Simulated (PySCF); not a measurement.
Phenanthrene, SMILES c1ccc2c(c1)ccc1ccccc12 at its GFN2-xTB optimised geometry (Å):

```
24

C     -1.7771    -3.0674     0.0000
C     -2.4813    -1.8630     0.0000
C     -1.8111    -0.6645     0.0000
C     -0.4079    -0.6105     0.0000
C      0.3002    -1.8359     0.0000
C     -0.4065    -3.0492     0.0000
C      1.7244    -1.8320     0.0000
C      2.4179    -0.6723     0.0000
C      1.7475     0.5842     0.0000
C      2.4820     1.7809     0.0000
C      1.8496     2.9970     0.0000
C      0.4553     3.0475     0.0000
C     -0.2834     1.8900     0.0000
C      0.3329     0.6282     0.0000
H     -2.3133    -4.0051     0.0000
H     -3.5616    -1.8753     0.0000
H     -2.3865     0.2478     0.0000
H      0.1532    -3.9740     0.0000
H      2.2358    -2.7844     0.0000
H      3.4989    -0.6723     0.0000
H      3.5616     1.7253     0.0000
H      2.4220     3.9130     0.0000
H     -0.0449     4.0051     0.0000
H     -1.3594     1.9653     0.0000
```

Level of theory: CAM-B3LYP/def2-SVP in PySCF 2.14.0. Cells within 0.4 Å of a nucleus heavier than hydrogen are left out (blank, or x).

Map of the Laplacian of the electron density (e/bohr⁵), clipped to [-1.50, 1.50] on the plane z = 0.0 Å:

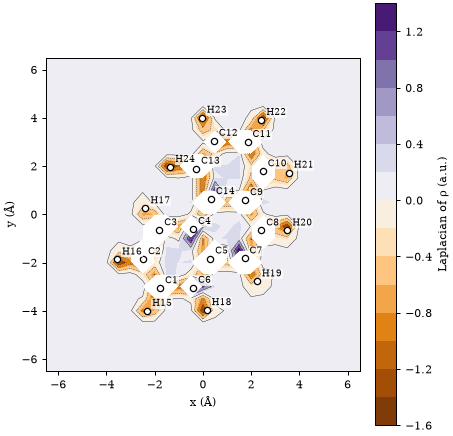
Laplacian of the electron density (e/bohr⁵), clipped to [-1.50, 1.50] on the plane z = 0.0 Å.
